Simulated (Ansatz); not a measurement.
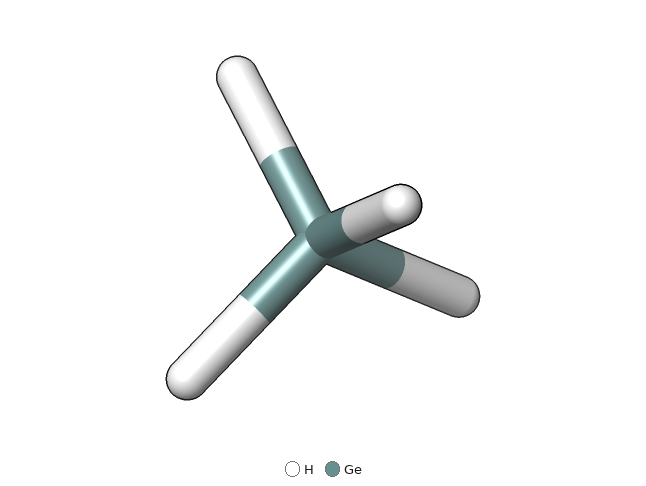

A stick model of a molecule. Every bond is drawn as one stick, whatever its order.

**Count the atoms of each element.**

GeH4, 5 atoms: 1 germanium and 4 hydrogen.

**Count the bonded pairs by element.**

4 Ge–H. Sticks follow a distance rule.

**Give the symmetry (Schoenflies symbol).**

Td.

**How many sets of symmetry-equivalent atoms are there?**

2: 4 H, 1 Ge.

The parts below concern this one geometry. Atoms keep their numbers from picture to picture. The computed structure is the end point of a PBE0-D4/def2-TZVP optimisation.

**Vibrations**

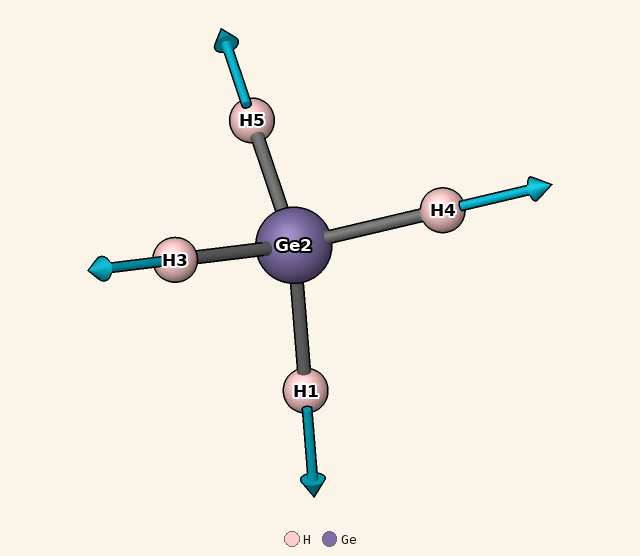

The arrows show one normal mode. Harmonic vibrations computed with RKS PBE0-D4/def2-TZVP (Ansatz 0.2.0) at a stationary point of the same level.

**What kind of motion is it?**

Mostly in-phase stretching of 4 Ge–H bonds.

**At what wavenumber does it lie?**

2169 cm⁻¹; it is mode 6 of 9 counted from the lowest.

**Electronic properties**

Level of theory: RKS PBE0-D4/def2-TZVPP (Ansatz 0.2.0).

Predict the main results.

- HOMO energy (Kohn–Sham orbital): −9.65 eV
- LUMO energy (Kohn–Sham orbital): 1.07 eV
- HOMO–LUMO gap: 10.72 eV

**Charges**

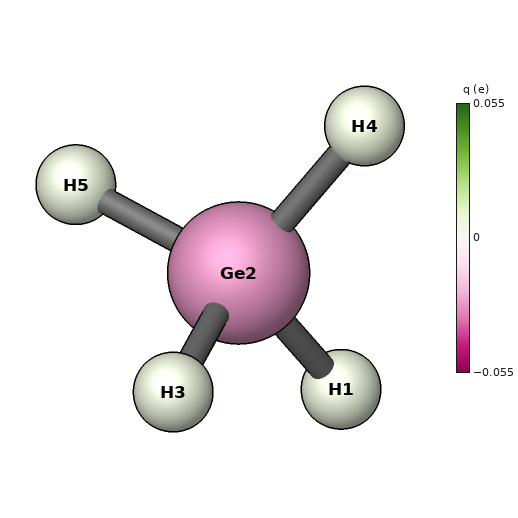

Atoms are coloured by their Mulliken charges. Properties computed with RKS PBE0-D4/def2-TZVP (Ansatz 0.2.0).

List the Mulliken charges.

| atom | value (e) |
| --- | --- |
| H1 | 0.01 |
| Ge2 | −0.03 |
| H3 | 0.01 |
| H4 | 0.01 |
| H5 | 0.01 |

Mulliken values depend strongly on the basis set and can even reverse the polarity of a bond.
